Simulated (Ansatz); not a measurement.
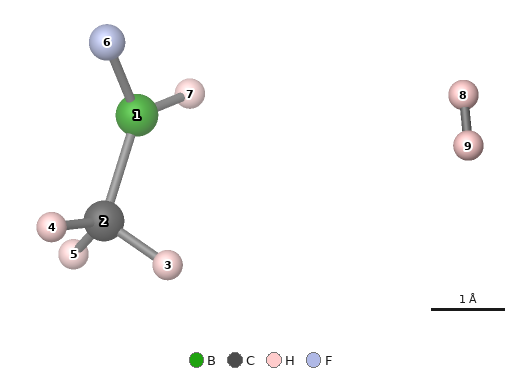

The structure as given in the input (ball-and-stick view, seen at a tilt; atoms are numbered from 1 in the order of the input).

CH6BF: nudged elastic band

CH6BF, computed with RKS B3LYP/def2-TZVP (Ansatz 0.2.0).

One setting was made poor on purpose. It belongs to a series of runs on one base structure; here: band between the two ends. Figures and captions count atoms from 1; the log counts them from 0 in places.

The program's output:
```
Engine: ansatz 0.2.0, aarch64-unknown-linux-gnu
Functional definition: B3LYP
  parameter a0 = 0.2
  parameter ax = 0.72
  parameter ac = 0.81
  exchange = (1 - a0 - ax)*slater_x + ax*b88_x + a0*exact_x
  correlation = (1 - ac)*vwn_rpa_c + ac*lyp_c
769 factors; their error is unknown
mean field evaluation 1: about -4524.6757 eV, gradient 5.7e1 eV
mean field evaluation 2: about -4522.3041 eV, gradient 6.4e1 eV
mean field evaluation 4: about -4531.2095 eV, gradient 4.4e0 eV
mean field evaluation 8: about -4531.2383 eV, gradient 6.8e-2 eV
mean field evaluation 16: about -4531.2353 eV, gradient 5.2e-6 eV
mean field -4531.23529686 eV, -166.5198257782 hartree, gradient 5.3e-6 eV, S^2 0.000000; 0 other end points of the search recorded, 0 dependent functions left out
the calculation of the forces begins
reference -4531.23560529 eV, -166.5198371125 hartree; 13, 13 occupied and 116, 116 virtual orbitals, 769 factors
769 factors; their error is unknown
mean field -4531.39032492 eV, -166.5255229541 hartree, gradient 5.6e-5 eV, S^2 0.000000; 0 other end points of the search recorded, 0 dependent functions left out
[... from here on the field's lines of each further geometry are left out, up to the last ...]
NEB iter   1: max|band force component| = 7.167e0 eV/Å  barrier→ = 3.5622 eV  barrier← = 3.7172 eV  Δτ_max = 0.1965 Å  (76 SCF iters)
NEB iter   2: max|band force component| = 6.599e0 eV/Å  barrier→ = 2.0507 eV  barrier← = 2.2057 eV  Δτ_max = 0.1952 Å  (35 SCF iters)
NEB iter   3: max|band force component| = 6.921e0 eV/Å  barrier→ = 1.5897 eV  barrier← = 1.7448 eV  Δτ_max = 0.1991 Å  (34 SCF iters)
NEB iter   4: max|band force component| = 4.899e0 eV/Å  barrier→ = 1.2804 eV  barrier← = 1.4354 eV  Δτ_max = 0.1997 Å  (29 SCF iters)
NEB iter   5: max|band force component| = 3.755e0 eV/Å  barrier→ = 1.1087 eV  barrier← = 1.2637 eV  Δτ_max = 0.2000 Å  (28 SCF iters)
NEB iter   6: max|band force component| = 3.011e0 eV/Å  barrier→ = 0.6746 eV  barrier← = 0.8296 eV  Δτ_max = 0.2000 Å  (28 SCF iters)
NEB iter   7: max|band force component| = 1.691e0 eV/Å  barrier→ = 0.3268 eV  barrier← = 0.4818 eV  Δτ_max = 0.1683 Å  (35 SCF iters)
NEB iter   8: max|band force component| = 1.078e0 eV/Å  barrier→ = 0.1585 eV  barrier← = 0.3135 eV  Δτ_max = 0.0544 Å  (28 SCF iters)
NEB iter   9: max|band force component| = 6.862e-1 eV/Å  barrier→ = 0.0944 eV  barrier← = 0.2494 eV  Δτ_max = 0.0491 Å  (28 SCF iters)
NEB iter  10: max|band force component| = 3.449e-1 eV/Å  barrier→ = 0.0531 eV  barrier← = 0.2081 eV  CI = image 1  Δτ_max = 0.2000 Å  (30 SCF iters)
NEB iter  11: max|band force component| = 1.467e-1 eV/Å  barrier→ = 0.0697 eV  barrier← = 0.2247 eV  CI = image 1  Δτ_max = 0.2000 Å  (28 SCF iters)
NEB iter  12: max|band force component| = 5.553e-1 eV/Å  barrier→ = 0.1657 eV  barrier← = 0.3207 eV  CI = image 1  Δτ_max = 0.1000 Å  (28 SCF iters)
NEB iter  13: max|band force component| = 4.426e-1 eV/Å  barrier→ = 0.1958 eV  barrier← = 0.3508 eV  CI = image 1  Δτ_max = 0.1994 Å  (29 SCF iters)
NEB iter  14: max|band force component| = 4.128e-1 eV/Å  barrier→ = 0.2837 eV  barrier← = 0.4387 eV  CI = image 1  Δτ_max = 0.1996 Å  (28 SCF iters)
NEB iter  15: max|band force component| = 8.716e-1 eV/Å  barrier→ = 0.4877 eV  barrier← = 0.6428 eV  CI = image 1  Δτ_max = 0.0976 Å  (28 SCF iters)
NEB iter  16: max|band force component| = 8.718e-1 eV/Å  barrier→ = 0.5767 eV  barrier← = 0.7317 eV  CI = image 1  Δτ_max = 0.1890 Å  (28 SCF iters)
NEB iter  17: max|band force component| = 1.588e0 eV/Å  barrier→ = 0.7514 eV  barrier← = 0.9064 eV  CI = image 1  Δτ_max = 0.1976 Å  (28 SCF iters)
NEB iter  18: max|band force component| = 1.846e0 eV/Å  barrier→ = 1.2505 eV  barrier← = 1.4055 eV  CI = image 1  Δτ_max = 0.1951 Å  (35 SCF iters)
NEB iter  19: max|band force component| = 2.211e0 eV/Å  barrier→ = 1.4643 eV  barrier← = 1.6194 eV  CI = image 1  Δτ_max = 0.1864 Å  (34 SCF iters)
NEB iter  20: max|band force component| = 2.120e0 eV/Å  barrier→ = 1.2417 eV  barrier← = 1.3968 eV  CI = image 1  Δτ_max = 0.1001 Å  (29 SCF iters)
NEB iter  21: max|band force component| = 1.829e0 eV/Å  barrier→ = 1.1696 eV  barrier← = 1.3247 eV  CI = image 1  Δτ_max = 0.1981 Å  (29 SCF iters)
NEB iter  22: max|band force component| = 1.449e0 eV/Å  barrier→ = 1.1878 eV  barrier← = 1.3428 eV  CI = image 1  Δτ_max = 0.1987 Å  (28 SCF iters)
NEB iter  23: max|band force component| = 1.961e0 eV/Å  barrier→ = 1.1077 eV  barrier← = 1.2627 eV  CI = image 1  Δτ_max = 0.1931 Å  (28 SCF iters)
NEB iter  24: max|band force component| = 2.074e0 eV/Å  barrier→ = 0.9364 eV  barrier← = 1.0914 eV  CI = image 1  Δτ_max = 0.1914 Å  (34 SCF iters)
NEB iter  25: max|band force component| = 2.698e0 eV/Å  barrier→ = 1.2963 eV  barrier← = 1.4513 eV  CI = image 1  Δτ_max = 0.1995 Å  (28 SCF iters)
NEB iter  26: max|band force component| = 2.612e0 eV/Å  barrier→ = 1.3376 eV  barrier← = 1.4926 eV  CI = image 1  Δτ_max = 0.1998 Å  (28 SCF iters)
NEB iter  27: max|band force component| = 3.252e0 eV/Å  barrier→ = 1.6181 eV  barrier← = 1.7731 eV  CI = image 1  Δτ_max = 0.1990 Å  (28 SCF iters)
NEB iter  28: max|band force component| = 4.492e0 eV/Å  barrier→ = 2.0099 eV  barrier← = 2.1649 eV  CI = image 1  Δτ_max = 0.1999 Å  (28 SCF iters)
NEB iter  29: max|band force component| = 4.626e0 eV/Å  barrier→ = 1.9058 eV  barrier← = 2.0608 eV  CI = image 1  Δτ_max = 0.2000 Å  (29 SCF iters)
NEB iter  30: max|band force component| = 4.590e0 eV/Å  barrier→ = 1.6860 eV  barrier← = 1.8410 eV  CI = image 1  Δτ_max = 0.1984 Å  (28 SCF iters)
NEB iter  31: max|band force component| = 4.813e0 eV/Å  barrier→ = 1.8302 eV  barrier← = 1.9853 eV  CI = image 1  Δτ_max = 0.2000 Å  (28 SCF iters)
NEB iter  32: max|band force component| = 4.304e0 eV/Å  barrier→ = 1.3562 eV  barrier← = 1.5112 eV  CI = image 1  Δτ_max = 0.1971 Å  (30 SCF iters)
NEB iter  33: max|band force component| = 2.963e0 eV/Å  barrier→ = 0.7432 eV  barrier← = 0.8982 eV  CI = image 1  Δτ_max = 0.1972 Å  (29 SCF iters)
NEB iter  34: max|band force component| = 2.410e0 eV/Å  barrier→ = 0.4913 eV  barrier← = 0.6463 eV  CI = image 1  Δτ_max = 0.1939 Å  (29 SCF iters)
NEB iter  35: max|band force component| = 1.577e0 eV/Å  barrier→ = 0.3850 eV  barrier← = 0.5400 eV  CI = image 1  Δτ_max = 0.1999 Å  (28 SCF iters)
NEB iter  36: max|band force component| = 1.542e0 eV/Å  barrier→ = 0.3764 eV  barrier← = 0.5314 eV  CI = image 1  Δτ_max = 0.1995 Å  (28 SCF iters)
NEB iter  37: max|band force component| = 1.611e0 eV/Å  barrier→ = 0.3557 eV  barrier← = 0.5108 eV  CI = image 1  Δτ_max = 0.1999 Å  (27 SCF iters)
NEB iter  38: max|band force component| = 1.383e0 eV/Å  barrier→ = 0.2726 eV  barrier← = 0.4276 eV  CI = image 1  Δτ_max = 0.1994 Å  (29 SCF iters)
NEB iter  39: max|band force component| = 5.833e-1 eV/Å  barrier→ = 0.0638 eV  barrier← = 0.2188 eV  CI = image 1  Δτ_max = 0.2000 Å  (28 SCF iters)
NEB iter  40: max|band force component| = 5.736e-1 eV/Å  barrier→ = 0.0351 eV  barrier← = 0.1901 eV  CI = image 1  Δτ_max = 0.2000 Å  (28 SCF iters)
NEB iter  41: max|band force component| = 6.708e-1 eV/Å  barrier→ = 0.0307 eV  barrier← = 0.1857 eV  CI = image 1  Δτ_max = 0.0998 Å  (29 SCF iters)
NEB iter  42: max|band force component| = 6.350e-1 eV/Å  barrier→ = 0.0309 eV  barrier← = 0.1860 eV  CI = image 1  Δτ_max = 0.1009 Å  (29 SCF iters)
NEB iter  43: max|band force component| = 4.413e-1 eV/Å  barrier→ = 0.0192 eV  barrier← = 0.1742 eV  CI = image 1  Δτ_max = 0.1999 Å  (28 SCF iters)
NEB iter  44: max|band force component| = 6.399e-1 eV/Å  barrier→ = 0.0230 eV  barrier← = 0.1780 eV  CI = image 1  Δτ_max = 0.0999 Å  (28 SCF iters)
NEB iter  45: max|band force component| = 2.608e-1 eV/Å  barrier→ = 0.0094 eV  barrier← = 0.1645 eV  CI = image 1  Δτ_max = 0.0937 Å  (28 SCF iters)
NEB iter  46: max|band force component| = 1.634e-1 eV/Å  barrier→ = 0.0073 eV  barrier← = 0.1623 eV  CI = image 1  Δτ_max = 0.0672 Å  (29 SCF iters)
the calculation of the forces begins
reference -4531.23019922 eV, -166.5196384431 hartree; 13, 13 occupied and 116, 116 virtual orbitals, 769 factors
769 factors; their error is unknown
mean field evaluation 384: about -4531.2330 eV, gradient 6.9e-2 eV
mean field -4531.22992894 eV, -166.5196285106 hartree, gradient 5.9e-5 eV, S^2 0.000000; 1 other end points of the search recorded, 0 dependent functions left out
the calculation of the forces begins
reference -4531.23019922 eV, -166.5196384431 hartree; 13, 13 occupied and 116, 116 virtual orbitals, 769 factors
NEB iter  47: max|band force component| = 3.364e-2 eV/Å  barrier→ = 0.0054 eV  barrier← = 0.1604 eV  CI = image 1  Δτ_max = 0.0000 Å  (57 SCF iters)
```

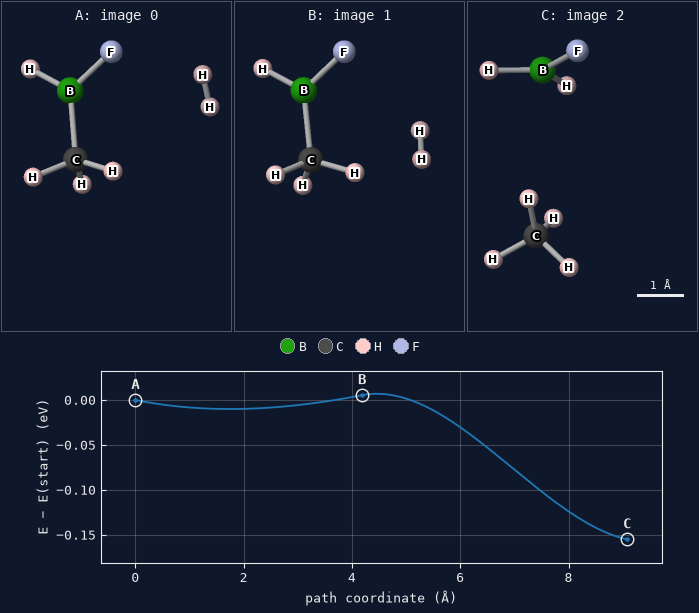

Images of the last band (counted from 0; ball-and-stick, seen at a tilt) above the energy along the path; the line is a cubic interpolation that uses the forces. The highest image is number 1, 0.005 eV above the start and 0.160 eV above the end (the climbing image); the end lies 0.155 eV below the start. The path is 9.08 Å long. The band converged in 47 iterations.

```
WARN: NEB: the barrier is in doubt: the path turns back at the climbing image. Check it with more images (neb.images), a lower neb.f_tol or relaxed end points
Total energy: -4531.23019922 eV, -166.5196384431 hartree
Atom 0 at    -0.634785     0.537073     0.368784 Å, force     0.030527    -0.030722     0.006670 eV/Å
Atom 1 at    -0.220279     0.382822     1.861155 Å, force     0.002237    -0.019051    -0.029340 eV/Å
Atom 2 at    -0.738751     1.147290     2.453377 Å, force    -0.000062     0.002812     0.004450 eV/Å
Atom 3 at    -0.559148    -0.577109     2.263137 Å, force     0.017043     0.025586     0.000266 eV/Å
Atom 4 at     0.852469     0.491008     2.028790 Å, force    -0.014867     0.005162     0.018739 eV/Å
Atom 5 at     0.235757     0.998746    -0.527745 Å, force    -0.026963    -0.001284     0.015454 eV/Å
Atom 6 at    -1.724068     0.267776    -0.046982 Å, force    -0.010339     0.023413    -0.014085 eV/Å
Atom 7 at     1.167808    -3.017066     0.203969 Å, force     0.005917     0.002689     0.014860 eV/Å
Atom 8 at     1.383296    -2.802542     0.883414 Å, force    -0.003492    -0.008604    -0.017013 eV/Å
Dipole moment:    -0.084969    -0.071758     0.248277 e Å
this run last wrote the band of iteration 47 to [file]
```

The last band as extended XYZ (Å, eV, eV/Å):
```
9
Properties=species:S:1:pos:R:3:forces:R:3 image=0 energy=-4531.23530
B     0.2250    0.8738    0.4402    0.0022   0.0078  -0.0016
C     0.2422    0.9852    1.9918   -0.0027  -0.0079   0.0109
H    -0.4165    0.2169    2.4153    0.0049   0.0090  -0.0013
H     1.2336    0.8726    2.4329   -0.0073   0.0011  -0.0033
H    -0.1875    1.9401    2.3126    0.0045  -0.0066  -0.0043
F     1.3354    0.5680   -0.2282   -0.0004   0.0002   0.0002
H    -0.7559    1.0423   -0.2250   -0.0012  -0.0032  -0.0007
H    -0.8965   -4.4247   -0.1760   -0.0025  -0.0050   0.0172
H    -1.0173   -4.6462    0.5243    0.0024   0.0047  -0.0172
9
Properties=species:S:1:pos:R:3:forces:R:3 image=1 energy=-4531.22993
B    -0.6348    0.5371    0.3688    0.0305  -0.0307   0.0067
C    -0.2203    0.3828    1.8612    0.0022  -0.0191  -0.0293
H    -0.7388    1.1473    2.4534   -0.0001   0.0028   0.0044
H    -0.5591   -0.5771    2.2631    0.0170   0.0256   0.0003
H     0.8525    0.4910    2.0288   -0.0149   0.0052   0.0187
F     0.2358    0.9987   -0.5277   -0.0270  -0.0013   0.0155
H    -1.7241    0.2678   -0.0470   -0.0103   0.0234  -0.0141
H     1.1678   -3.0171    0.2040    0.0059   0.0027   0.0149
H     1.3833   -2.8025    0.8834   -0.0035  -0.0086  -0.0170
9
Properties=species:S:1:pos:R:3:forces:R:3 image=2 energy=-4531.39033
B    -0.1376   -0.5610   -1.0248    0.0212  -0.0249   0.0074
C     0.0239   -0.0814    2.7266    0.0041   0.0159   0.0035
H    -0.9068    0.1862    3.2260    0.0121  -0.0076  -0.0118
H     0.8205   -0.1702    3.4645   -0.0093  -0.0014  -0.0106
H     0.2852    0.6956    2.0078   -0.0050  -0.0177   0.0150
F     1.0472   -0.0573   -1.3257   -0.0107   0.0057  -0.0013
H    -1.0659    0.1871   -0.9818    0.0016  -0.0087  -0.0033
H    -0.2040   -1.7354   -0.8194   -0.0133   0.0272  -0.0061
H    -0.1002   -1.0355    2.2146   -0.0008   0.0116   0.0073
```

This output came from the following input.

Input:
```yaml
crystal:
  periodic: [false, false, false]
  atoms:
    - { symbol: B, position_ang: [0.225007, 0.873759, 0.440192] }
    - { symbol: C, position_ang: [0.242187, 0.985205, 1.991833] }
    - { symbol: H, position_ang: [-0.416535, 0.216936, 2.415256] }
    - { symbol: H, position_ang: [1.233589, 0.872579, 2.432852] }
    - { symbol: H, position_ang: [-0.187521, 1.940059, 2.312614] }
    - { symbol: F, position_ang: [1.335355, 0.568043, -0.228179] }
    - { symbol: H, position_ang: [-0.755887, 1.042302, -0.224962] }
    - { symbol: H, position_ang: [-0.89655, -4.42466, -0.176037] }
    - { symbol: H, position_ang: [-1.017346, -4.646225, 0.52433] }
basis:
  gaussian: { orbitals: def2-TZVP }
hamiltonian:
  xc: b3lyp
neb:
  order_check: false
  images: 1
  f_tol: 0.05
  max_iterations: 60
  climbing: true
  final_atoms:
    - { symbol: B, position_ang: [-0.13760989, -0.56096286, -1.02483717] }
    - { symbol: C, position_ang: [0.02391247, -0.08135928, 2.72664685] }
    - { symbol: H, position_ang: [-0.90679962, 0.18615973, 3.22604163] }
    - { symbol: H, position_ang: [0.82053279, -0.17016892, 3.46454251] }
    - { symbol: H, position_ang: [0.28515319, 0.69555183, 2.00781342] }
    - { symbol: F, position_ang: [1.04721041, -0.05733986, -1.32569132] }
    - { symbol: H, position_ang: [-1.065946, 0.18705266, -0.9818122] }
    - { symbol: H, position_ang: [-0.20397025, -1.73538519, -0.81942906] }
    - { symbol: H, position_ang: [-0.1001841, -1.03555011, 2.21462433] }
  initial_path:
    images:
      - { positions_ang: [[0.225007, 0.873759, 0.440192], [0.242187, 0.985205, 1.991833], [-0.416535, 0.216936, 2.415256], [1.233589, 0.872579, 2.432852], [-0.187521, 1.940059, 2.312614], [1.335355, 0.568043, -0.228179], [-0.755887, 1.042302, -0.224962], [-0.89655, -4.42466, -0.176037], [-1.017346, -4.646225, 0.52433]] }
      - { positions_ang: [[0.00050236, -0.00135673, -0.0003542], [-0.01794186, 0.00247877, 1.9495548], [-1.01022647, -0.33890819, 2.31135757], [0.76922175, -0.68209473, 2.32886445], [0.17666595, 1.03062545, 2.31989051], [1.14916828, 0.03518052, -0.64959162], [-1.02375972, -0.03663552, -0.60500108], [-0.14828141, -1.40707755, 0.47082545], [-0.13304987, -1.17421403, 1.3623531]] }
      - { positions_ang: [[-0.13760989, -0.56096286, -1.02483717], [0.02391247, -0.08135928, 2.72664685], [-0.90679962, 0.18615973, 3.22604163], [0.82053279, -0.17016892, 3.46454251], [0.28515319, 0.69555183, 2.00781342], [1.04721041, -0.05733986, -1.32569132], [-1.065946, 0.18705266, -0.9818122], [-0.20397025, -1.73538519, -0.81942906], [-0.1001841, -1.03555011, 2.21462433]] }
```

Command:
```bash
ansatz run input.yaml --threads 4 --pin off --max-ram 5120MiB --backend cpu --events-out ev --progress --plain --runs-dir out
```

Summary:

- outcome: converged
- barrier, forward: 0.005 eV
- barrier, backward: 0.160 eV
- hardware: 4 threads of Arm Neoverse V1, 24 GiB of memory available, shared host
- wall time: 44 s (CPU time 2.7 min)
- peak memory: 0.21 GiB

Remarks:

A deliberately poor setting: few images. The order of the saddle point was not checked.
